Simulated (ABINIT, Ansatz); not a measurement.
**KRb2ScF6 (Fm-3m): G0W0 on several meshes in ABINIT**

How does the mesh move the gap of KRb2ScF6 (Fm-3m)?

Method: LDA and many-body steps on it, plane waves, in ABINIT 10.8.3.

## Step 1: The structure

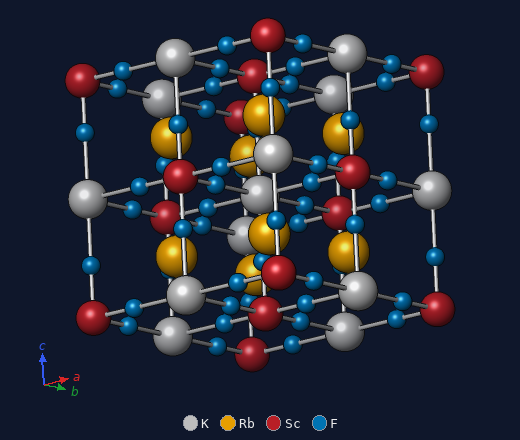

The starting structure, seen from a free direction (potassium light grey, rubidium orange, scandium red, fluorine blue). This picture shows the conventional cell, with its axes. Some periodic images of atoms are drawn too.

Structure file:

```cif
data_structure
_symmetry_space_group_name_H-M 'P 1'
_symmetry_Int_Tables_number 1
_cell_length_a 6.3774
_cell_length_b 6.3774
_cell_length_c 6.3774
_cell_angle_alpha 60.000
_cell_angle_beta 60.000
_cell_angle_gamma 60.000
_cell_volume 183.41
loop_
_atom_site_label
_atom_site_type_symbol
_atom_site_fract_x
_atom_site_fract_y
_atom_site_fract_z
_atom_site_occupancy
K1 K 0.50000 0.50000 0.50000 1
Rb2 Rb 0.25000 0.25000 0.25000 1
Rb3 Rb 0.75000 0.75000 0.75000 1
Sc4 Sc 0.00000 0.00000 0.00000 1
F5 F 0.78000 0.22000 0.22000 1
F6 F 0.22000 0.78000 0.22000 1
F7 F 0.22000 0.78000 0.78000 1
F8 F 0.78000 0.22000 0.78000 1
F9 F 0.22000 0.22000 0.78000 1
F10 F 0.78000 0.78000 0.22000 1
```

The cell and positions come from the Crystallography Open Database and are kept as given unless a step says otherwise.

## Step 2: Empty states on the mesh, 2×2×2 mesh, 456 bands

This step: ABINIT 10.8.3; DFT, LDA, plane waves, norm-conserving pseudopotentials.

The sums over transitions need many empty states on a uniform mesh; this step solves for them.

run.abi

```
acell 3*1.0 Angstrom
rprim 
  0.000000000000 4.509500000000 4.509500000000
  4.509500000000 0.000000000000 4.509500000000
  4.509500000000 4.509500000000 0.000000000000
ntypat 4
znucl 19 37 21 9
natom 10
typat 1 2 2 3 4 4 4 4 4 4
xred 
  0.500000000000 0.500000000000 0.500000000000
  0.250000000000 0.250000000000 0.250000000000
  0.750000000000 0.750000000000 0.750000000000
  0.000000000000 -0.000000000000 0.000000000000
  0.780000000000 0.220000000000 0.220000000000
  0.220000000000 0.780000000000 0.220000000000
  0.220000000000 0.780000000000 0.780000000000
  0.780000000000 0.220000000000 0.780000000000
  0.220000000000 0.220000000000 0.780000000000
  0.780000000000 0.780000000000 0.220000000000
pp_dirpath "pseudos"
pseudos "K.upf, Rb.upf, Sc.upf, F.upf"
ecut 36
ngkpt 2 2 2
nshiftk 1
shiftk 0 0 0
kptopt 1
chksymbreak 0
iscf -2
irdden 1
istwfk *1
nband 456
nbdbuf 40
tolwfr 1e-09
nstep 60
prtvol 0
indata_prefix "in"
outdata_prefix "out"
tmpdata_prefix "tmp"
```

Started as:

```bash
OMP_NUM_THREADS=2 mpirun -n 3 abinit run.abi > log
```

Numbers of over 12 decimals in the logs are rounded to 6 here.

Log:

```text
.Version 10.8.3 of ABINIT. v10.8.2 released Aug 2026.

 Symmetries : space group Fm -3 m (#225); Bravais cF (face-center cubic)
[... echo of the input left out ...]
== DATASET  1 ==================================================================
-   mpi_nproc: 3, omp_nthreads: 2 (-1 if OMP is not activated)

--- !DatasetInfo
iteration_state: {dtset: 1, }
dimensions: {natom: 10, nkpt: 3, mband: 456, nsppol: 1, nspinor: 1, nspden: 1, mpw: 12776, }
cutoff_energies: {ecut:  36.0, pawecutdg:  -1.0, }
[...]
3.47168    3.47171    3.47199    3.48068    3.48072    3.48109    3.48653    3.48671
   3.48772    3.49744    3.49763    3.50222    3.51664    3.51732    3.54634    3.55784
 prteigrs : prtvol=0 or 1, do not print more k-points.

== END DATASET(S) ==============================================================
================================================================================

 -outvars: echo values of variables after computation  --------
            nband         456
             nkpt           3
          spgroup         225
 [... the other variables as echoed above ...]

 Calculation completed.
```

It took 5.6 min on 3 MPI ranks of Intel Xeon 6975P-C (Granite Rapids), shared host; peak memory 0.7 GiB; 26 min of CPU time.

Numbers from this step:

```yaml
gap: 6.248 eV
k_of_the_valence_top: 0, 0, 0
k_of_the_conduction_bottom: 0, 0, 0
least_direct_gap: 6.248 eV
k_points_computed: 3
lowest_point_of_the_top_converged_band_above_the_valence_top: 89.9687 eV
```

On this mesh the gap is 6.248 eV.

The density comes from a self-consistent run that is not shown.

## Step 3: Screening, 2×2×2 mesh, 193 bands, screening to 141.5 eV

The RPA dielectric matrix is built and inverted for each q.

This step: RPA screening on LDA, plane waves, norm-conserving pseudopotentials.

Edit run.abi of step 2 so:

```diff
@@ -28,10 +28,11 @@
 chksymbreak 0
-iscf -2
-irdden 1
 istwfk *1
-nband 456
-nbdbuf 40
-tolwfr 1e-09
-nstep 60
-prtvol 0
+occopt 1
+irdwfk 1
+optdriver 3
+nband 193
+ecuteps 5.2
+inclvkb 2
+awtr 1
+symchi 1
 indata_prefix "in"
```

Started as:

```bash
OMP_NUM_THREADS=1 mpirun -n 8 abinit run.abi > log
```

Log:

```text
.Version 10.8.3 of ABINIT. v10.8.2 released Aug 2026.

 Symmetries : space group Fm -3 m (#225); Bravais cF (face-center cubic)
[... echo of the input left out ...]
== DATASET  1 ==================================================================
-   mpi_nproc: 8, omp_nthreads: 1 (-1 if OMP is not activated)

--- !DatasetInfo
iteration_state: {dtset: 1, }
dimensions: {natom: 10, nkpt: 3, mband: 193, nsppol: 1, nspinor: 1, nspden: 1, mpw: 12776, }
cutoff_energies: {ecut:  36.0, pawecutdg:  -1.0, }
electrons: {nelect:   8.00000000E+01, charge:   0.00000000E+00, occopt:   1.00000000E+00, tsmear:   1.00000000E-02, }

 SCREENING: Calculation of the susceptibility and dielectric matrices

 Based on a program developped by R.W. Godby, V. Olevano, G. Onida, and L. Reining.
 Incorporated in ABINIT by V. Olevano, G.-M. Rignanese, and M. Torrent.
.Using double precision arithmetic ; gwpc =  8

[... cell and pseudopotentials left out ...]
--------------------------------------------------------------------------------

 ==== K-mesh for the wavefunctions ====
 Number of points in the irreducible wedge :     3
[... list of points left out ...]
 Together with 48 symmetry operations and time-reversal symmetry
 yields     8 points in the full Brillouin Zone.

 ==== Q-mesh for the screening function ====
 Number of points in the irreducible wedge :     3
[... list of points left out ...]
 Together with 48 symmetry operations and time-reversal symmetry
 yields     8 points in the full Brillouin Zone.

 setmesh: FFT mesh size selected  =    45x   45x   45
          total number of points  =        91125

 vcoul_init : cutoff-mode = AUXILIARY_FUNCTION
 q-points for optical limit:   1
     1)      0.000010    0.000020    0.000030

- screening: taking advantage of time-reversal symmetry
- Maximum band index for partially occupied states nbvw = 40
- Remaining bands to be divided among processors   nbcw = 153
- Number of bands treated by each node ~19

 Number of electrons calculated from density =   80.0000; Expected =   80.0000
 average of density, n =  0.064637
 r_s =    1.5458
 omega_plasma =   24.5242 [eV]

 calculating chi0 at frequencies [eV] :
  1    0.000000E+00    0.000000E+00
  2    0.000000E+00    2.452419E+01

--------------------------------------------------------------------------------
  q-point number  1        q = ( 0.000000, 0.000000, 0.000000) [r.l.u.]
--------------------------------------------------------------------------------
[... chi0 elements left out ...]
 For q-point:  0.000010 0.000020 0.000030
  dielectric constant =   2.0758
  dielectric constant without local fields =   2.3067

  Average fulfillment of the sum rule on Im[epsilon] for q-point    1 :     49.83  [%]
[... wings left out ...]
  q-point number  2        q = ( 0.500000, 0.000000, 0.000000) [r.l.u.]
--------------------------------------------------------------------------------
[... chi0 elements left out ...]
  Average fulfillment of the sum rule on Im[epsilon] for q-point    2 :     54.57  [%]

 [... 1 further q-points ...]
```

Wall time 56 s (8 MPI ranks); peak memory 4.4 GiB.

This step gave:

```
ε∞ with local fields, on this mesh, along the program's q direction : 2.076
the same without local fields                                       : 2.307
plasma frequency                                                    : 24.52 eV
plane waves in the screening matrix                                 : 725
```

Local fields lower ε∞ by 10 %. On a Γ-centred mesh this coarse the value itself is usually too large, while a short band sum pulls it down.

## Step 4: 2×2×2

The self-energy is evaluated for the states that the input lists, and the levels follow from it, in one-shot runs by the linearised quasiparticle equation.

This step: G0W0 on LDA, plane waves, norm-conserving pseudopotentials.

Edit run.abi of step 3 so:

```diff
@@ -31,8 +31,15 @@
 irdwfk 1
-optdriver 3
+optdriver 4
 nband 193
+gwcalctyp 0
+ecutsigx 36
+symsigma 1
+nkptgw 1
+kptgw 
+  0.0000000000 0.0000000000 0.0000000000
+bdgw 
+  38 44
 ecuteps 5.2
-inclvkb 2
-awtr 1
-symchi 1
+irdscr 1
+ppmodel 1
 indata_prefix "in"
```

Log:

```text
.Version 10.8.3 of ABINIT. v10.8.2 released Aug 2026.

 Symmetries : space group Fm -3 m (#225); Bravais cF (face-center cubic)
[... echo of the input left out ...]
== DATASET  1 ==================================================================
-   mpi_nproc: 8, omp_nthreads: 1 (-1 if OMP is not activated)

--- !DatasetInfo
iteration_state: {dtset: 1, }
dimensions: {natom: 10, nkpt: 3, mband: 193, nsppol: 1, nspinor: 1, nspden: 1, mpw: 12776, }
cutoff_energies: {ecut:  36.0, pawecutdg:  -1.0, }
electrons: {nelect:   8.00000000E+01, charge:   0.00000000E+00, occopt:   1.00000000E+00, tsmear:   1.00000000E-02, }

 SIGMA: Calculation of the GW corrections

 Based on a program developped by R.W. Godby, V. Olevano, G. Onida, and L. Reining.
 Incorporated in ABINIT by V. Olevano, G.-M. Rignanese, and M. Torrent.
.Using double precision arithmetic ; gwpc =  8

[... cell and pseudopotentials left out ...]
--------------------------------------------------------------------------------

 ==== K-mesh for the wavefunctions ====
 Number of points in the irreducible wedge :     3
[... list of points left out ...]
 Together with 48 symmetry operations and time-reversal symmetry
 yields     8 points in the full Brillouin Zone.

 ==== Q-mesh for screening function ====
 Number of points in the irreducible wedge :     3
[... list of points left out ...]
 Together with 48 symmetry operations and time-reversal symmetry
 yields     8 points in the full Brillouin Zone.

 vcoul_init : cutoff-mode = AUXILIARY_FUNCTION
 q-points for optical limit:   1
     1)      0.000010    0.000020    0.000030
 setmesh: FFT mesh size selected  =    72x   72x   72
          total number of points  =       373248

 Number of electrons calculated from density =   80.0000; Expected =   80.0000
 average of density, n =  0.064637
 r_s =    1.5458
 omega_plasma =   24.5242 [eV]

 === KS Band Gaps ===
  >>>> For spin  1
   Minimum direct gap =   6.2485 [eV], located at k-point      :   0.0000  0.0000  0.0000
   Fundamental gap    =   6.2485 [eV], Top of valence bands at :   0.0000  0.0000  0.0000
                                       Bottom of conduction at :   0.0000  0.0000  0.0000
 SIGMA fundamental parameters:
 PLASMON POLE MODEL  1
 number of plane-waves for SigmaX                12675
 number of plane-waves for SigmaC and W            725
 number of plane-waves for wavefunctions         12675
 number of bands                                   193
 number of independent spin polarizations            1
 number of spinorial components                      1
 number of k-points in IBZ                           3
 number of q-points in IBZ                           3
 number of symmetry operations                      48
 number of k-points in BZ                            8
 number of q-points in BZ                            8
 number of frequencies for dSigma/dE                 9
 frequency step for dSigma/dE [eV]                0.25
 number of omega for Sigma on real axis              0
 max omega for Sigma on real axis  [eV]           0.00
 zcut for avoiding poles [eV]                     0.10

 EPSILON^-1 parameters (SCR file):
 dimension of the eps^-1 matrix on file            725
 dimension of the eps^-1 matrix used               725
 number of plane-waves for wavefunctions         12675
 number of bands                                   193
 number of q-points in IBZ                           3
 number of frequencies                               2
 number of real frequencies                          1
 number of imag frequencies                          1

 matrix elements of self-energy operator (all in [eV])

 Perturbative Calculation

--- !SelfEnergy_ee
iteration_state: {dtset: 1, }
kpoint     : [   0.000,    0.000,    0.000, ]
spin       : 1
KS_gap     :    6.248
QP_gap     :    9.826
Delta_QP_KS:    3.578
data: !SigmaeeData |
     Band     E0 <VxcDFT>   SigX SigC(E0)      Z dSigC/dE  Sig(E)    E-E0       E
       38  -1.466 -22.167 -29.504   5.243   0.801  -0.248 -23.844  -1.677  -3.144
       39  -1.466 -22.167 -29.504   5.243   0.801  -0.248 -23.844  -1.677  -3.144
       40  -1.466 -22.167 -29.504   5.243   0.801  -0.248 -23.844  -1.677  -3.144
       41   4.782  -8.792  -4.068  -2.603   0.897  -0.115  -6.891   1.901   6.683
       42   6.042 -17.944  -9.843  -3.643   0.835  -0.197 -14.220   3.724   9.767
       43   6.042 -17.944  -9.843  -3.643   0.835  -0.197 -14.220   3.724   9.767
       44   6.042 -17.944  -9.843  -3.643   0.835  -0.197 -14.220   3.724   9.767

== END DATASET(S) ==============================================================
================================================================================

 -outvars: echo values of variables after computation  --------
           etotal      0.0000000000E+00
            nband         193
             nkpt           3
          spgroup         225
 [... the other variables as echoed above ...]

 Calculation completed.
```

Run time: 16 s. Hardware: 8 MPI ranks; peak memory 3.3 GiB; 2.1 min of CPU time.

This step gave:

```
G0W0 gap on the points computed              : 9.827 eV
starting gap on the mesh                     : 6.248 eV
k of the valence top                         : 0, 0, 0
k of the conduction bottom                   : 0, 0, 0
Z at the valence top                         : 0.801
Z at the conduction bottom                   : 0.897
least direct G0W0 gap on the computed points : 9.827 eV
```

The gap on the mesh goes from 6.25 eV to 9.83 eV, a correction of +3.58 eV.

## Step 5: Empty states on the mesh, 4×4×4 mesh, 211 bands

This step: DFT, LDA, plane waves, norm-conserving pseudopotentials.

Edit run.abi of step 4 so:

```diff
@@ -23,3 +23,3 @@
 ecut 36
-ngkpt 2 2 2
+ngkpt 4 4 4
 nshiftk 1
@@ -28,18 +28,10 @@
 chksymbreak 0
+iscf -2
+irdden 1
 istwfk *1
-occopt 1
-irdwfk 1
-optdriver 4
-nband 193
-gwcalctyp 0
-ecutsigx 36
-symsigma 1
-nkptgw 1
-kptgw 
-  0.0000000000 0.0000000000 0.0000000000
-bdgw 
-  38 44
-ecuteps 5.2
-irdscr 1
-ppmodel 1
+nband 211
+nbdbuf 18
+tolwfr 1e-09
+nstep 60
+prtvol 0
 indata_prefix "in"
```

Log:

```text
.Version 10.8.3 of ABINIT. v10.8.2 released Aug 2026.

 Symmetries : space group Fm -3 m (#225); Bravais cF (face-center cubic)
[... echo of the input left out ...]
== DATASET  1 ==================================================================
-   mpi_nproc: 8, omp_nthreads: 1 (-1 if OMP is not activated)

--- !DatasetInfo
iteration_state: {dtset: 1, }
dimensions: {natom: 10, nkpt: 8, mband: 211, nsppol: 1, nspinor: 1, nspden: 1, mpw: 12782, }
cutoff_energies: {ecut:  36.0, pawecutdg:  -1.0, }
[...]
1.72538    1.72538    1.72538    1.79606    1.79606    1.79606    1.81179    1.81179
   1.81179    1.81991    1.81991    1.86310    1.86311    1.86312    1.88517    1.88535
   1.91357    1.92309    1.92844
 prteigrs : prtvol=0 or 1, do not print more k-points.

== END DATASET(S) ==============================================================
================================================================================

 -outvars: echo values of variables after computation  --------
            nband         211
             nkpt           8
          spgroup         225
 [... the other variables as echoed above ...]

 Calculation completed.
```

Elapsed: 2.8 min, on 8 MPI ranks; peak memory 1.2 GiB.

Numbers from this step:

```
gap                                                           : 6.248 eV
k of the valence top                                          : 0, 0, 0
k of the conduction bottom                                    : 0, 0, 0
least direct gap                                              : 6.248 eV
k points computed                                             : 8
lowest point of the top converged band, above the valence top : 48.42 eV
```

On this mesh the gap is 6.248 eV.

## Step 6: Screening, 4×4×4 mesh, 193 bands, screening to 141.5 eV

This step: RPA screening on LDA, plane waves, norm-conserving pseudopotentials.

Edit run.abi of step 5 so:

```diff
@@ -28,10 +28,11 @@
 chksymbreak 0
-iscf -2
-irdden 1
 istwfk *1
-nband 211
-nbdbuf 18
-tolwfr 1e-09
-nstep 60
-prtvol 0
+occopt 1
+irdwfk 1
+optdriver 3
+nband 193
+ecuteps 5.2
+inclvkb 2
+awtr 1
+symchi 1
 indata_prefix "in"
```

Log:

```text
.Version 10.8.3 of ABINIT. v10.8.2 released Aug 2026.

 Symmetries : space group Fm -3 m (#225); Bravais cF (face-center cubic)
[... echo of the input left out ...]
== DATASET  1 ==================================================================
-   mpi_nproc: 8, omp_nthreads: 1 (-1 if OMP is not activated)

--- !DatasetInfo
iteration_state: {dtset: 1, }
dimensions: {natom: 10, nkpt: 8, mband: 193, nsppol: 1, nspinor: 1, nspden: 1, mpw: 12782, }
cutoff_energies: {ecut:  36.0, pawecutdg:  -1.0, }
electrons: {nelect:   8.00000000E+01, charge:   0.00000000E+00, occopt:   1.00000000E+00, tsmear:   1.00000000E-02, }

 SCREENING: Calculation of the susceptibility and dielectric matrices

 Based on a program developped by R.W. Godby, V. Olevano, G. Onida, and L. Reining.
 Incorporated in ABINIT by V. Olevano, G.-M. Rignanese, and M. Torrent.
.Using double precision arithmetic ; gwpc =  8

[... cell and pseudopotentials left out ...]
--------------------------------------------------------------------------------

 ==== K-mesh for the wavefunctions ====
 Number of points in the irreducible wedge :     8
[... list of points left out ...]
 Together with 48 symmetry operations and time-reversal symmetry
 yields    64 points in the full Brillouin Zone.

 ==== Q-mesh for the screening function ====
 Number of points in the irreducible wedge :     8
[... list of points left out ...]
 Together with 48 symmetry operations and time-reversal symmetry
 yields    64 points in the full Brillouin Zone.

 setmesh: FFT mesh size selected  =    45x   45x   45
          total number of points  =        91125

 vcoul_init : cutoff-mode = AUXILIARY_FUNCTION
 q-points for optical limit:   1
     1)      0.000010    0.000020    0.000030

- screening: taking advantage of time-reversal symmetry
- Maximum band index for partially occupied states nbvw = 40
- Remaining bands to be divided among processors   nbcw = 153
- Number of bands treated by each node ~19

 Number of electrons calculated from density =   80.0000; Expected =   80.0000
 average of density, n =  0.064637
 r_s =    1.5458
 omega_plasma =   24.5242 [eV]

 calculating chi0 at frequencies [eV] :
  1    0.000000E+00    0.000000E+00
  2    0.000000E+00    2.452419E+01

--------------------------------------------------------------------------------
  q-point number  1        q = ( 0.000000, 0.000000, 0.000000) [r.l.u.]
--------------------------------------------------------------------------------
[... chi0 elements left out ...]
 For q-point:  0.000010 0.000020 0.000030
  dielectric constant =   2.0688
  dielectric constant without local fields =   2.2996

  Average fulfillment of the sum rule on Im[epsilon] for q-point    1 :     49.85  [%]
[... wings left out ...]
  q-point number  2        q = ( 0.250000, 0.000000, 0.000000) [r.l.u.]
--------------------------------------------------------------------------------
[... chi0 elements left out ...]
  Average fulfillment of the sum rule on Im[epsilon] for q-point    2 :     58.60  [%]

 [... 6 further q-points ...]
```

It took 5.9 min on 8 MPI ranks; peak memory 8.3 GiB; 47 min of CPU time.

Numbers from this step:

| Property | Result |
| --- | --- |
| ε∞ with local fields, on this mesh, along the program's q direction | 2.069 |
| the same without local fields | 2.300 |
| plasma frequency | 24.52 eV |
| plane waves in the screening matrix | 725 |

[end of part 1 of 2]

[Paths, hosts, dates, memory and timing lines, banners, echoed tables and standing remarks are left out of the program output.]

[Logs are printed without paths, hosts, clocks, repeated set-up lines and the standing remarks that a program may print on its own settings, such as how far it seeks lower states.]

[Runs of the session that timed out or met a known fault of the program may be left out.]

[Hosts, paths, dates, database ids (printed as entryN), source tags and the programs' standing remarks are cut or masked in the printed files.]

[G0W0 gaps are taken among the corrected bands and points alone; a level outside them can change the order at an edge.]

[Where Ansatz stands beside ABINIT at settings called matched, ABINIT's density can come from a denser mesh and the files from another edition; pairs whose starting gaps differed by over 0.03 eV were left out, so agreement reads better than it is.]
